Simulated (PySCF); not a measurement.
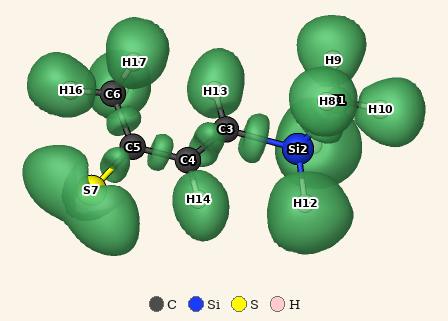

The picture shows: C5H10SSi (SMILES C[SiH2]/C=C/C(C)=S). Isosurface of the ELF at 0.8 (green), seen across its widest extent. Core shells and regions of very low density are left out.

Geometry: GFN2-xTB.

Computed with PBE0/pcSseg-1, SCF density, gas phase, non-relativistic in PySCF.

```csv
atom,x (Å),y (Å),z (Å)
C,2.9649,0.4184,0.6822
Si,1.8360,-0.7526,-0.3002
C,0.0666,-0.1328,-0.1012
C,-0.9235,-0.8283,0.4775
C,-2.2830,-0.3882,0.6438
C,-2.7025,0.9693,0.1870
S,-3.3747,-1.4009,1.3336
H,2.7020,0.4290,1.7365
H,2.8947,1.4389,0.3153
H,4.0042,0.1134,0.6059
H,2.1720,-0.7024,-1.7297
H,1.9347,-2.1240,0.2047
H,-0.1583,0.8557,-0.4829
H,-0.7242,-1.8211,0.8599
H,-2.5581,1.0659,-0.8894
H,-3.7517,1.1331,0.4187
H,-2.1061,1.7386,0.6778
```

Identify the bonds, lone pairs and shells in this picture.

Answer. The surface consists of three regions between bonded C–C atoms (shared pairs), one region between bonded C–S atoms (shared pairs), two regions between bonded C–Si atoms (shared pairs), ten regions around hydrogen nuclei and one ring or bowl of non-bonding electrons around S. Along the contacts the grid gives the following. C–C (1.34 Å): the ELF peaks at about 0.95 between the atoms (a short, multiple covalent bond). C–S (1.64 Å): the ELF peaks at about 0.90 between the atoms (a covalent bond).
